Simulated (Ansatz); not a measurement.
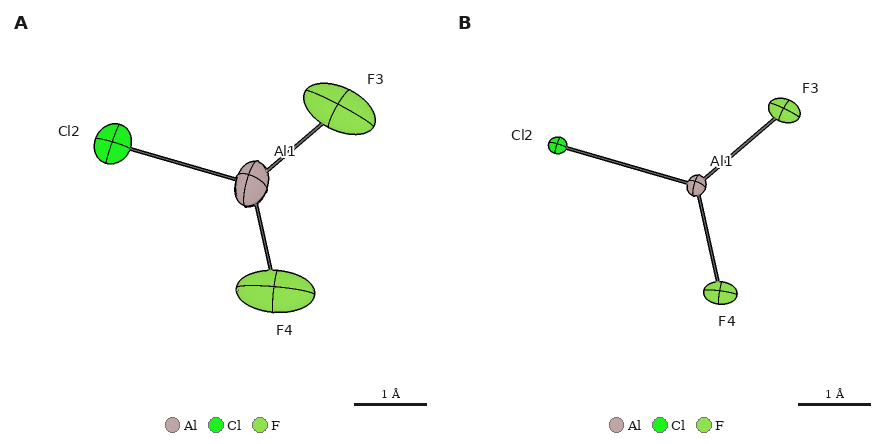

Displacement ellipsoids at the 50 % level, scaled by 3, from the internal vibrations of the free molecule (harmonic, no overall translation or rotation; no half-axis is drawn under 0.075 Å). Vibrations computed with RKS PBE0-D4/def2-TZVP (Ansatz 0.2.0). One panel is for 100 K, the other for 900 K.

### Which panel is for 900 K?

A.

### How much does the mean-square displacement of F4 grow, and why?

U_eq goes from 0.0014 to 0.0069 Å², a factor of 4.8. Modes below kT (626 cm⁻¹ at 900 K) grow about in proportion to T, and the lowest lies at 184 cm⁻¹; the mean-square amplitude of a mode is its zero-point value times coth(ħω/2kT), which comes close to 1 only above about 3kT.
